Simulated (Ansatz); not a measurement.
**AlBrF2H3N: density, localisation and related maps**

```xyz
8

Al   -0.0761    0.6359    0.1378
N    -0.0376    0.1942    2.1028
H    -0.7816   -0.4718    2.3311
H     0.8575   -0.2376    2.3510
F     1.4234    0.0417   -0.3072
F    -1.4032   -0.2721   -0.3240
Br   -0.3271    2.9014    0.1362
H    -0.1631    1.0270    2.6849
```

Level of theory: RKS B3LYP-D4/def2-SVP in Ansatz 0.2.0.

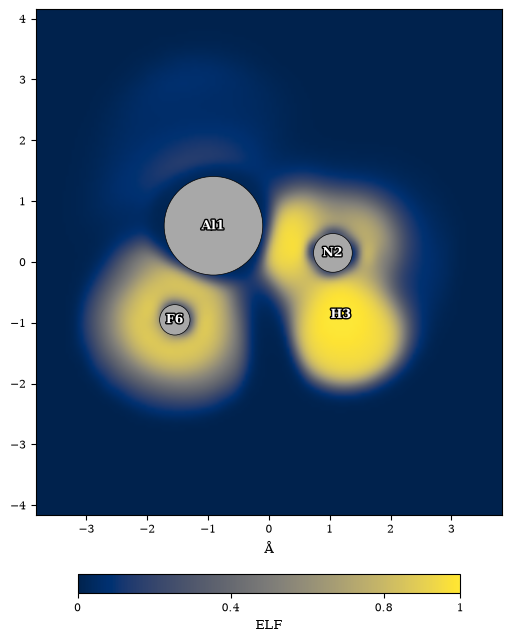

Figure 1. ELF on the plane of atoms Al1, N2 and H3. Grey discs cover the atomic cores.

**Describe what can be read from this map.**

- Atoms in the plane: Al, N, H and F.
- Al–F (1.67 Å): the ELF peaks at about 0.85 in the valence shell of F, 0.5 Å from its nucleus, and is about 0.30 at the midpoint.
- Al–N (2.01 Å): the ELF peaks at about 0.95 in the valence shell of N, 0.7 Å from its nucleus, and is about 0.75 at the midpoint.
- N–H (1.02 Å): the ELF climbs to about 1 towards the hydrogen, as it does in any bond to H; a covalent bond by its length.
- The ELF also peaks beside F6, away from the bonds: lone-pair regions.

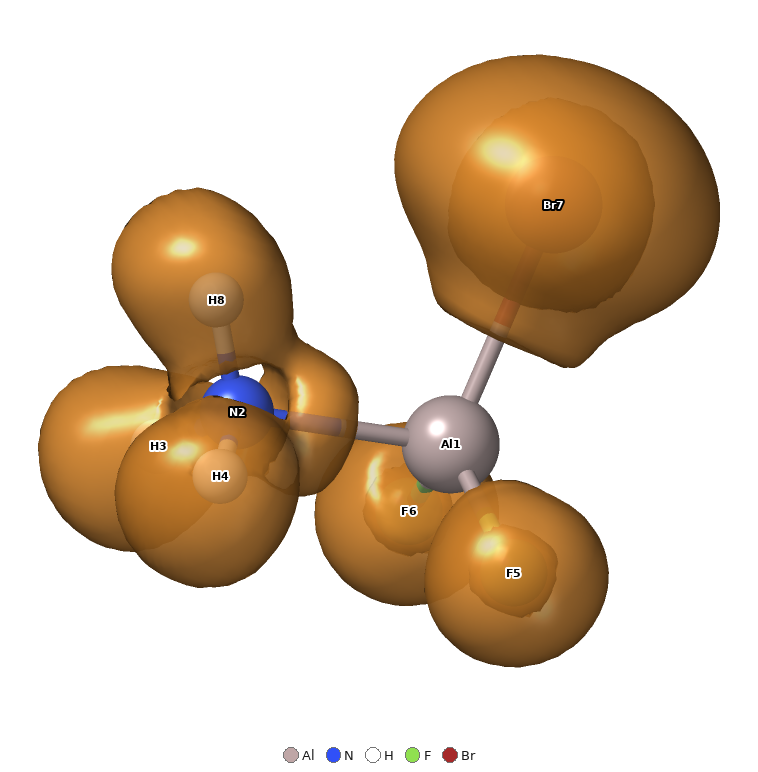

Figure 2. Isosurface of the ELF at 0.75 (orange), seen at a tilt. Core shells and regions of very low density are left out.

**What do the ELF domains correspond to?**

The surface consists of one region on Br in which the atom's valence shell and bonds are merged, two regions wrapped around F (the valence shell of each) and one joined region spread over several atoms (H, N), in which their bonds and any lone pairs are merged.

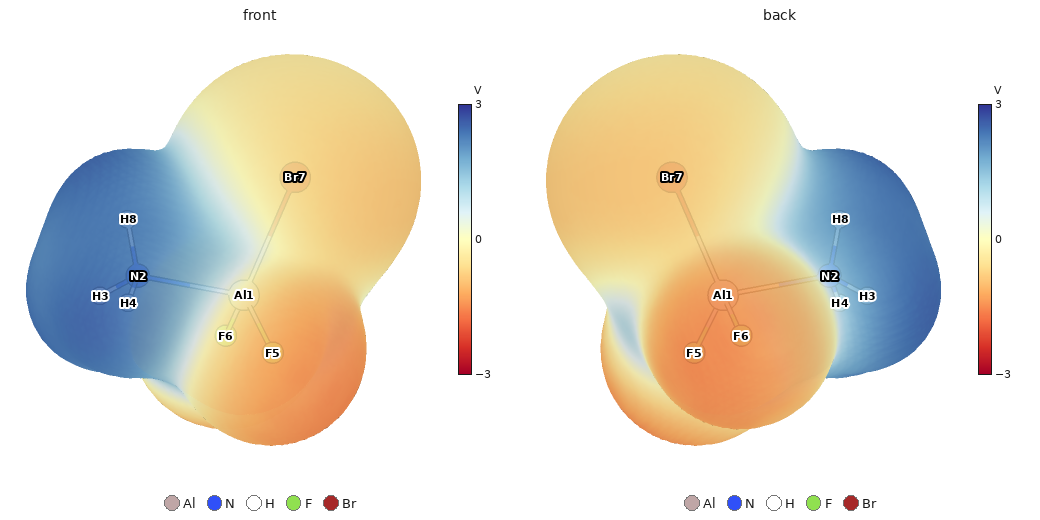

Figure 3. The molecular electrostatic potential painted on the density surface at 0.001 e/bohr³, seen from the front and from behind; red is negative and blue positive.

**Where is the surface potential most negative and most positive?**

The most negative region (about −1.5 V, or −35 kcal/mol for a unit charge) lies over F5 and F6, the most positive (about +2.5 V, or +58 kcal/mol for a unit charge) over H3, H4 and H8.
